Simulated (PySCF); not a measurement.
System: C₃H₁₁GaOSi (SMILES C[O][GaH][CH2][SiH2]C).

```xyz
17

C     2.8272   -1.2795    0.4320
O     2.0500   -0.1213    0.6210
Ga    0.8984    1.1488    0.4960
C    -0.4756    1.2834   -1.0016
Si   -2.1457    0.6059   -0.3853
C    -1.7979   -0.7010    0.9516
H     2.2327   -2.0859   -0.0058
H     3.6683   -1.0631   -0.2323
H     3.2168   -1.6146    1.3972
H     1.1777    2.0641    1.7199
H    -0.1056    0.6820   -1.8373
H    -0.5871    2.3090   -1.3542
H    -2.8836   -0.0166   -1.4968
H    -2.9500    1.6967    0.1891
H    -1.1864   -1.5093    0.5528
H    -1.2414   -0.2486    1.7776
H    -2.7046   -1.1378    1.3596
```

Geometry: GFN2-xTB.

The calculation used PySCF 2.14.0, CAM-B3LYP/def2-SVPD, SCF density, gas phase.

Predict the electron density and electron localisation function between the atoms.

C–Si (1.90 Å): the density is about 0.93 e/Å³ at the midpoint; the ELF peaks at about 0.95 between the atoms: a shared electron pair.
C–H (1.09 Å): the density is about 1.9 e/Å³ at the midpoint; the ELF climbs to about 1 towards the hydrogen, as it does in any bond to H; a covalent bond by its length.

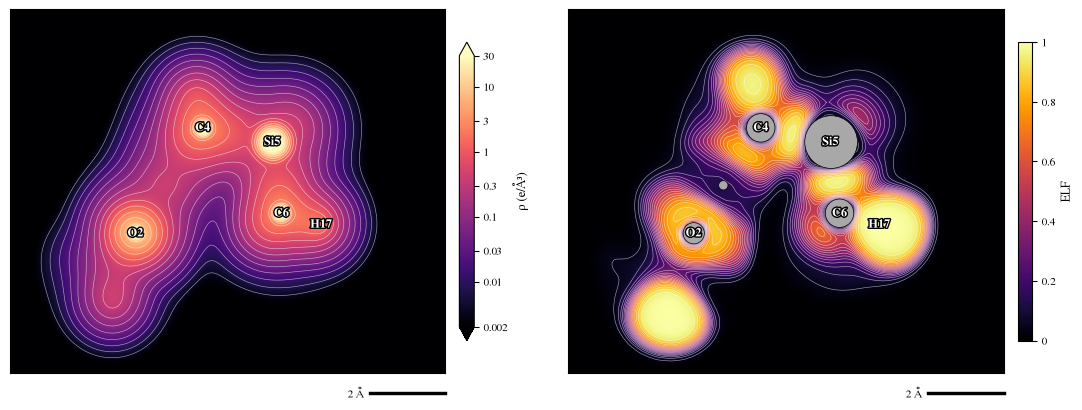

Computed electron density and electron localisation function on the plane of atoms C4, Si5 and C6, in this order. Grey discs cover the atomic cores in the ELF map. 
